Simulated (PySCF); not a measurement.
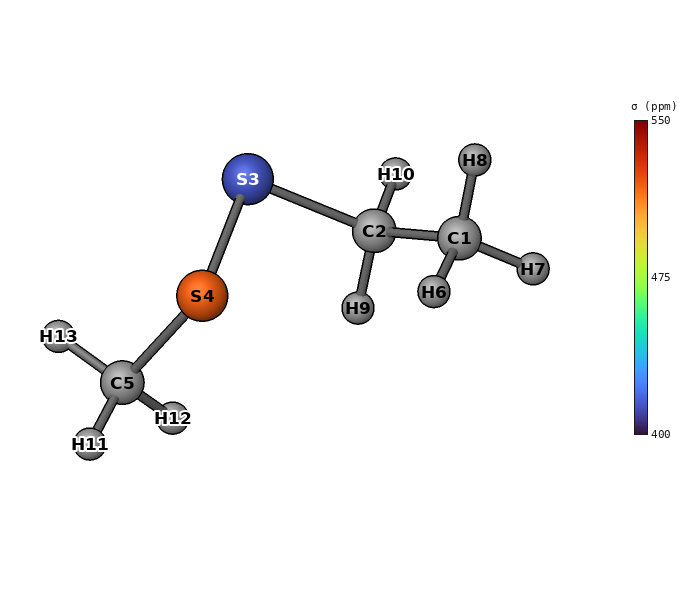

Atoms are coloured by their isotropic NMR shieldings (S only, the others grey). The computed structure is the end point of a GFN2-xTB optimisation. No frequency run is at hand to confirm it as a minimum. Properties computed with GIAO PBE0/pcSseg-1 NMR shielding, non-relativistic, gas phase (PySCF 2.14.0).

Give the isotropic NMR shieldings of the S atoms atom by atom.

```
atom  σ (ppm)
  S3    414.4
  S4    519.5
```
